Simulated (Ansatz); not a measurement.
Input file:

```
crystal:
  lattice:
    - [11.458223125, 0.0, 0.0]
    - [0.0, 11.458223125, 0.0]
    - [0.0, 0.0, 11.458223125]
  atoms:
    - { symbol: Ge, position: [0.0, 0.0, 0.0] }
    - { symbol: Ge, position: [0.0, 0.0, 0.5] }
    - { symbol: Ge, position: [0.0, 0.5, 0.0] }
    - { symbol: Ge, position: [0.0, 0.5, 0.5] }
    - { symbol: Ge, position: [0.5, 0.0, 0.0] }
    - { symbol: Ge, position: [0.5, 0.0, 0.5] }
    - { symbol: Ge, position: [0.5, 0.5, 0.0] }
    - { symbol: Ge, position: [0.5, 0.5, 0.5] }
    - { symbol: Ge, position: [0.0, 0.25, 0.25] }
    - { symbol: Ge, position: [0.0, 0.25, 0.75] }
    - { symbol: Ge, position: [0.0, 0.75, 0.25] }
    - { symbol: Ge, position: [0.0, 0.75, 0.75] }
    - { symbol: Ge, position: [0.5, 0.25, 0.25] }
    - { symbol: Ge, position: [0.5, 0.25, 0.75] }
    - { symbol: Ge, position: [0.5, 0.75, 0.25] }
    - { symbol: Ge, position: [0.5, 0.75, 0.75] }
    - { symbol: Ge, position: [0.25, 0.0, 0.25] }
    - { symbol: Ge, position: [0.25, 0.0, 0.75] }
    - { symbol: Ge, position: [0.25, 0.5, 0.25] }
    - { symbol: Ge, position: [0.25, 0.5, 0.75] }
    - { symbol: Sn, position: [0.75, 0.0, 0.25] }
    - { symbol: Ge, position: [0.75, 0.0, 0.75] }
    - { symbol: Ge, position: [0.75, 0.5, 0.25] }
    - { symbol: Ge, position: [0.75, 0.5, 0.75] }
    - { symbol: Ge, position: [0.25, 0.25, 0.0] }
    - { symbol: Ge, position: [0.25, 0.25, 0.5] }
    - { symbol: Ge, position: [0.25, 0.75, 0.0] }
    - { symbol: Ge, position: [0.25, 0.75, 0.5] }
    - { symbol: Ge, position: [0.75, 0.25, 0.0] }
    - { symbol: Ge, position: [0.75, 0.25, 0.5] }
    - { symbol: Ge, position: [0.75, 0.75, 0.0] }
    - { symbol: Sn, position: [0.75, 0.75, 0.5] }
    - { symbol: Ge, position: [0.125, 0.125, 0.125] }
    - { symbol: Ge, position: [0.125, 0.125, 0.625] }
    - { symbol: Ge, position: [0.125, 0.625, 0.125] }
    - { symbol: Sn, position: [0.125, 0.625, 0.625] }
    - { symbol: Ge, position: [0.625, 0.125, 0.125] }
    - { symbol: Ge, position: [0.625, 0.125, 0.625] }
    - { symbol: Ge, position: [0.625, 0.625, 0.125] }
    - { symbol: Ge, position: [0.625, 0.625, 0.625] }
    - { symbol: Ge, position: [0.125, 0.375, 0.375] }
    - { symbol: Ge, position: [0.125, 0.375, 0.875] }
    - { symbol: Ge, position: [0.125, 0.875, 0.375] }
    - { symbol: Ge, position: [0.125, 0.875, 0.875] }
    - { symbol: Ge, position: [0.625, 0.375, 0.375] }
    - { symbol: Ge, position: [0.625, 0.375, 0.875] }
    - { symbol: Ge, position: [0.625, 0.875, 0.375] }
    - { symbol: Ge, position: [0.625, 0.875, 0.875] }
    - { symbol: Ge, position: [0.375, 0.125, 0.375] }
    - { symbol: Ge, position: [0.375, 0.125, 0.875] }
    - { symbol: Ge, position: [0.375, 0.625, 0.375] }
    - { symbol: Ge, position: [0.375, 0.625, 0.875] }
    - { symbol: Ge, position: [0.875, 0.125, 0.375] }
    - { symbol: Sn, position: [0.875, 0.125, 0.875] }
    - { symbol: Ge, position: [0.875, 0.625, 0.375] }
    - { symbol: Ge, position: [0.875, 0.625, 0.875] }
    - { symbol: Ge, position: [0.375, 0.375, 0.125] }
    - { symbol: Ge, position: [0.375, 0.375, 0.625] }
    - { symbol: Ge, position: [0.375, 0.875, 0.125] }
    - { symbol: Ge, position: [0.375, 0.875, 0.625] }
    - { symbol: Ge, position: [0.875, 0.375, 0.125] }
    - { symbol: Ge, position: [0.875, 0.375, 0.625] }
    - { symbol: Ge, position: [0.875, 0.875, 0.125] }
    - { symbol: Ge, position: [0.875, 0.875, 0.625] }
scf:
  occupations: { method: gaussian, width: 0.05 }
output:
  forces: true
  stress: true
  eigenvalues: true
  write_density: true
  write_potential: true
  elf: true
  volumetric_format: npy
hamiltonian:
  xc: pbesol
kpoints:
  mp_grid: { grid: [2, 2, 2] }
relax:
  f_tol: 0.003
  cell: { stress_tol: 0.02 }
```

Command:

```sh
ansatz run input.yaml --threads 8 --pin off --max-ram 12288MiB --backend cpu --events-out ev --progress --plain --runs-dir out
```

Below, planes, directions and counts refer to the conventional cell (a = 11.47 Å, b = 11.47 Å, c = 11.48 Å, α = 89.99°, β = 89.97°, γ = 89.99°).

The fields are those of the relaxed geometry.

Space group P1.

Level of theory: Ansatz, DFT PBEsol, scalar-relativistic, plane waves, PAW.

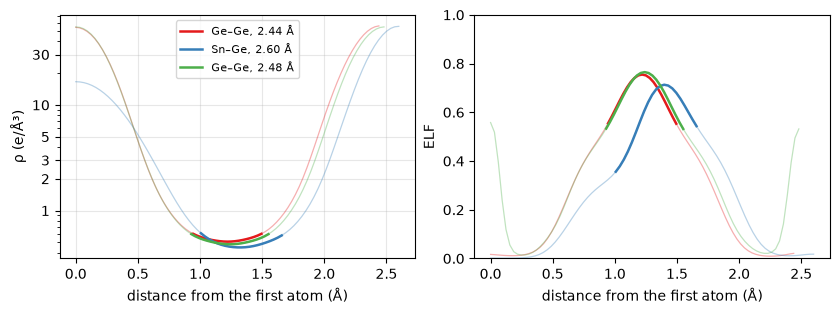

SnGe15. Valence electron density and ELF along straight lines between neighbouring atoms. Thin, pale parts lie inside the atomic spheres.

Core electrons are frozen (PAW), and the valence fields are smoothed inside the atomic spheres.

**What can be read from the curves?**

Ge–Ge (2.44 Å): the density is about 0.51 e/Å³ at the midpoint; the ELF peaks at about 0.75 between the atoms: a shared electron pair.
Sn–Ge (2.60 Å): ρ is about 0.45 e/Å³ halfway; the ELF peaks at about 0.70 between the atoms.
Ge–Ge (2.48 Å): ρ is about 0.48 e/Å³ halfway; the ELF peaks at about 0.75 between the atoms, as expected for a covalent bond.
